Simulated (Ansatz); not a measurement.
**What a change does: single-point calculation on C₂H₃AlFNO**

System: C₂H₃AlFNO, SMILES FC1=C[NH][AlH][O]1.
Method of run A: RKS PBE-QIDH (frozen core)/def2-TZVPP (Ansatz 0.2.0).

The geometry comes from this level: PBE0-D4/def2-TZVP. Text and figures count atoms from 1; the logs count them from 0 in places.

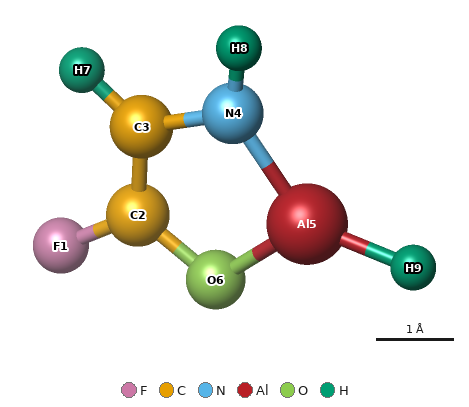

**Figure 1.** The input geometry (ball-and-stick view, seen at a tilt; atoms are numbered from 1 in the order of the input). Sticks mark near contacts.

### Input file, run A
```yaml
crystal:
  periodic: [false, false, false]
  atoms:
    - {symbol: F, position_ang: [2.222310, 0.735077, -1.049670]}
    - {symbol: C, position_ang: [1.061514, 0.427040, -0.488920]}
    - {symbol: C, position_ang: [0.553082, -0.807345, -0.394456]}
    - {symbol: N, position_ang: [-0.703669, -0.848306, 0.252857]}
    - {symbol: Al, position_ang: [-1.093969, 0.828670, 0.686240]}
    - {symbol: O, position_ang: [0.385909, 1.461816, 0.004368]}
    - {symbol: H, position_ang: [1.034073, -1.698718, -0.766720]}
    - {symbol: H, position_ang: [-1.123601, -1.754193, 0.346551]}
    - {symbol: H, position_ang: [-2.247050, 1.609760, 1.392751]}
basis:
  gaussian: {orbitals: def2-TZVPP}
hamiltonian: {xc: {name: PBE-QIDH}}
```

Hardware: 4 threads of Oxide Virtual Turin-like, 27 GiB of memory available, shared host.

### Output (run A)
```
Functional definition: PBE-QIDH
  parameter a = 3^(-1/3)
  parameter c = 1/3
  exchange = (1 - a)*pbe_x + a*exact_x
  correlation = (1 - c)*pbe_c + c*(mp2_os + mp2_ss)
1490 factors; integrals over basis functions are off by at most 9.5e-4 eV
mean field evaluation 1: about -14945.7946 eV, gradient 5.5e1 eV
mean field evaluation 2: about -14946.0325 eV, gradient 5.5e1 eV
mean field evaluation 4: about -14951.8664 eV, gradient 5.0e0 eV
mean field evaluation 8: about -14951.9416 eV, gradient 4.2e-1 eV
mean field evaluation 16: about -14951.9422 eV, gradient 3.9e-4 eV
mean field -14951.94219519 eV, -549.4737408828 hartree, gradient 9.3e-6 eV, S^2 0.000000; 0 other end points of the search recorded, 0 dependent functions left out
10 core orbitals not correlated: weight in the atoms' cores, before any rotation towards them, 1.000 or more for the frozen orbitals, at most 0.000 for the correlated occupied ones
reference -14951.94220799 eV, -549.4737413532 hartree; 16, 16 occupied and 213, 213 virtual orbitals, 1490 factors
second order -32.62260313 eV of doubles, -0.00000000 eV of singles
Total energy: -14962.81640903 eV, -549.8733608707 hartree
```

For run B the input was changed thus:
```diff
-hamiltonian: {xc: {name: PBE-QIDH}}
+hamiltonian: {xc: {name: B2PLYP}}
```

How does run B compare with run A?

The total energies belong to different methods, so their difference says nothing on which is more stable or more accurate. The functional changes from PBE-QIDH to B2PLYP.

### Output (run B)
```
Functional definition: B2PLYP
  parameter a = 0.53
  parameter c = 0.27
  exchange = (1 - a)*b88_x + a*exact_x
  correlation = (1 - c)*lyp_c + c*(mp2_os + mp2_ss)
1490 factors; integrals over basis functions are off by at most 9.5e-4 eV
mean field evaluation 1: about -14952.4087 eV, gradient 6.4e1 eV
mean field evaluation 2: about -14952.5936 eV, gradient 6.3e1 eV
mean field evaluation 4: about -14960.0913 eV, gradient 7.8e0 eV
mean field evaluation 8: about -14960.2307 eV, gradient 7.4e-1 eV
mean field evaluation 16: about -14960.2320 eV, gradient 7.2e-4 eV
mean field -14960.23196642 eV, -549.7783843566 hartree, gradient 1.5e-6 eV, S^2 0.000000; 0 other end points of the search recorded, 0 dependent functions left out
10 core orbitals not correlated: weight in the atoms' cores, before any rotation towards them, 1.000 or more for the frozen orbitals, at most 0.000 for the correlated occupied ones
reference -14960.23212975 eV, -549.7783903588 hartree; 16, 16 occupied and 213, 213 virtual orbitals, 1490 factors
second order -35.15998666 eV of doubles, -0.00000000 eV of singles
Total energy: -14969.72532615 eV, -550.1272588917 hartree
```

### The two runs side by side

| quantity | run A | run B |
| --- | --- | --- |
| outcome | converged | converged |
| total energy (hartree) | −549.873361 | −550.127259 |
| basis functions | 239 | 239 |
| wall time (shared host) | 7 s | 8 s |
